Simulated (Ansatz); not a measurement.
**C19H21N3S3Si2 (SMILES C[Si](C)(C)C#Cc1cnc(-c2cnc(-c3cnc(C#C[Si](C)(C)C)s3)s2)s1): density, localisation and related maps**

Input

```
crystal:
  periodic: [false, false, false]
  atoms:
    - {symbol: C, position_ang: [-8.754970, 0.030052, 2.429267]}
    - {symbol: Si, position_ang: [-8.648718, -0.768236, 0.732420]}
    - {symbol: C, position_ang: [-8.681976, -2.640257, 0.881778]}
    - {symbol: C, position_ang: [-10.042645, -0.166093, -0.372936]}
    - {symbol: C, position_ang: [-7.050697, -0.271272, -0.048850]}
    - {symbol: C, position_ang: [-5.995091, 0.066950, -0.583860]}
    - {symbol: C, position_ang: [-4.801822, 0.459096, -1.205915]}
    - {symbol: C, position_ang: [-4.627733, 1.129990, -2.416264]}
    - {symbol: N, position_ang: [-3.359215, 1.388333, -2.787767]}
    - {symbol: C, position_ang: [-2.492620, 0.938145, -1.901154]}
    - {symbol: C, position_ang: [-1.069067, 1.083739, -2.056691]}
    - {symbol: C, position_ang: [-0.416231, 1.696237, -3.123608]}
    - {symbol: N, position_ang: [0.929488, 1.721024, -3.065515]}
    - {symbol: C, position_ang: [1.380152, 1.140858, -1.971605]}
    - {symbol: C, position_ang: [2.779785, 1.027290, -1.656956]}
    - {symbol: C, position_ang: [3.831802, 1.501382, -2.439962]}
    - {symbol: N, position_ang: [5.074145, 1.293002, -1.964177]}
    - {symbol: C, position_ang: [5.050335, 0.657664, -0.808358]}
    - {symbol: C, position_ang: [6.173008, 0.286665, -0.045916]}
    - {symbol: C, position_ang: [7.150944, -0.039368, 0.624080]}
    - {symbol: Si, position_ang: [8.672438, -0.496176, 1.573491]}
    - {symbol: C, position_ang: [9.624336, 1.082343, 1.928465]}
    - {symbol: C, position_ang: [8.144282, -1.334385, 3.167764]}
    - {symbol: C, position_ang: [9.688668, -1.660816, 0.508126]}
    - {symbol: S, position_ang: [3.420830, 0.273203, -0.235814]}
    - {symbol: S, position_ang: [0.114675, 0.509737, -0.921764]}
    - {symbol: S, position_ang: [-3.223980, 0.147463, -0.516341]}
    - {symbol: H, position_ang: [-8.717140, 1.128670, 2.356816]}
    - {symbol: H, position_ang: [-7.923954, -0.293662, 3.076116]}
    - {symbol: H, position_ang: [-9.699300, -0.244973, 2.928446]}
    - {symbol: H, position_ang: [-8.600433, -3.121131, -0.106030]}
    - {symbol: H, position_ang: [-9.624869, -2.975381, 1.345709]}
    - {symbol: H, position_ang: [-7.850032, -3.006482, 1.504303]}
    - {symbol: H, position_ang: [-10.017991, 0.929516, -0.486126]}
    - {symbol: H, position_ang: [-9.975465, -0.610838, -1.378663]}
    - {symbol: H, position_ang: [-11.021909, -0.440482, 0.053834]}
    - {symbol: H, position_ang: [-5.465005, 1.439993, -3.045786]}
    - {symbol: H, position_ang: [-0.954303, 2.135258, -3.966116]}
    - {symbol: H, position_ang: [3.670652, 2.015847, -3.389469]}
    - {symbol: H, position_ang: [10.550457, 0.858820, 2.484215]}
    - {symbol: H, position_ang: [9.026710, 1.783423, 2.532437]}
    - {symbol: H, position_ang: [9.904327, 1.595673, 0.994820]}
    - {symbol: H, position_ang: [7.560884, -2.247082, 2.967026]}
    - {symbol: H, position_ang: [9.027637, -1.622050, 3.762185]}
    - {symbol: H, position_ang: [7.524449, -0.665896, 3.786308]}
    - {symbol: H, position_ang: [10.616198, -1.951398, 1.029472]}
    - {symbol: H, position_ang: [9.129103, -2.580092, 0.273038]}
    - {symbol: H, position_ang: [9.969892, -1.184310, -0.444472]}
basis:
  gaussian: {orbitals: def2-TZVP, fitting: {mean_field: def2-universal-jkfit}, initial_orbitals: start.molden}
hamiltonian: {xc: pbe0, dispersion: d4}
scf: {omitted_lower_state_checks: [starts]}
output: {orbitals: {seedname: orbitals}}
```

Launched as:

```sh
ansatz run in.yaml --threads 2 --pin off --events-out ev --progress --plain --max-ram 32768MiB --backend cuda --devices 0, --max-vram 18GiB
```

Geometry: r2SCAN-D4/def2-SVP.

Computed with RKS PBE0-D4/def2-TZVP (Ansatz 0.2.0).

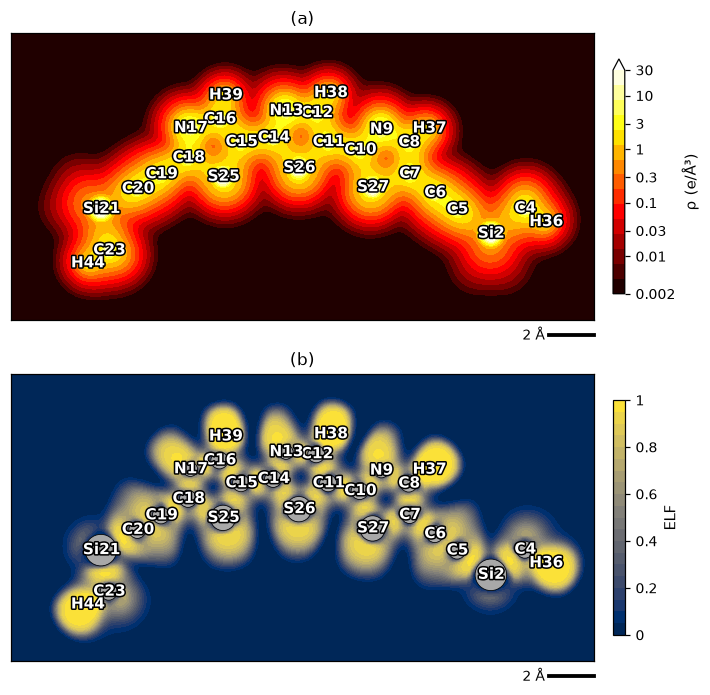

Figure 1. (a) total electron density; (b) ELF on the plane of atoms C12, C11 and S26. Grey discs cover the atomic cores in the ELF map.

> Interpret the plot.

The section cuts through Si, C, N, S and H sites. C–C (1.23 Å): ρ is about 2.7 e/Å³ halfway; the ELF peaks at about 0.85 between the atoms (a multiple bond). C–N (1.32 Å): ρ is about 2.6 e/Å³ halfway; the ELF peaks at about 0.90 between the atoms (a covalent bond). C–S (1.73 Å): ρ is about 1.4 e/Å³ halfway; the ELF peaks at about 0.90 between the atoms; a covalent bond. C–Si (1.85 Å): the density is about 0.94 e/Å³ at the midpoint; the ELF peaks at about 0.95 between the atoms (a covalent bond). C–H (1.09 Å): ρ at the midpoint is about 2.1 e/Å³; the ELF climbs to about 1 towards the hydrogen, as it does in any bond to H (an ordinary covalent bond to hydrogen). The ELF also peaks beside S27, S25, S26, N9 and N13, away from the bonds: lone-pair regions.

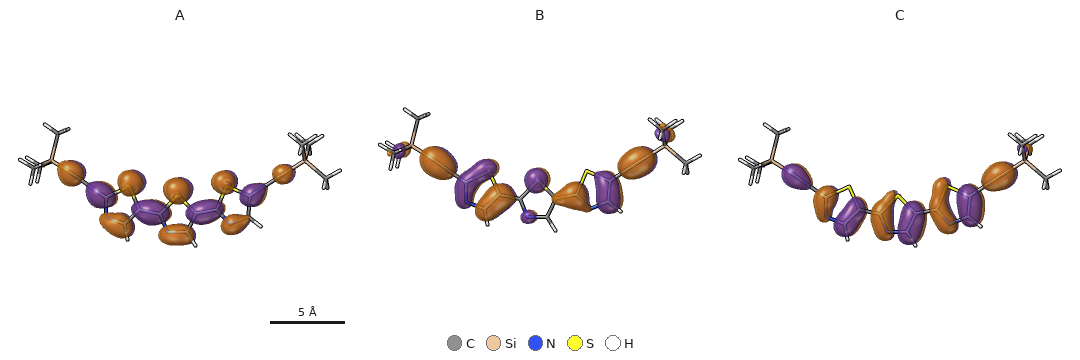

Figure 2. Three frontier orbitals at ±0.06 Å⁻³ᐟ² (orange and purple are the two phases), in no order.

> Order the three orbitals by energy and name them.

B is the HOMO−1 (−6.98 eV). By Hirshfeld shares it lies mainly on C5 (about 10 %), C20 (about 10 %), C15 (about 10 %), C8 (about 5 %), C6 (about 5 %) and C16 (about 5 %). C is the HOMO (−6.03 eV). Its weight (Hirshfeld) is mainly on C7 (about 10 %), C11 (about 10 %), C12 (about 10 %), C5 (about 10 %), C16 (about 5 %) and C8 (about 5 %). A is the LUMO (−2.82 eV). No atom holds more than about 10 % of it (Hirshfeld); by element the shares are C 60 %, S 25 % and N 10 %.

> What is the HOMO–LUMO gap?

3.21 eV between the orbital energies.
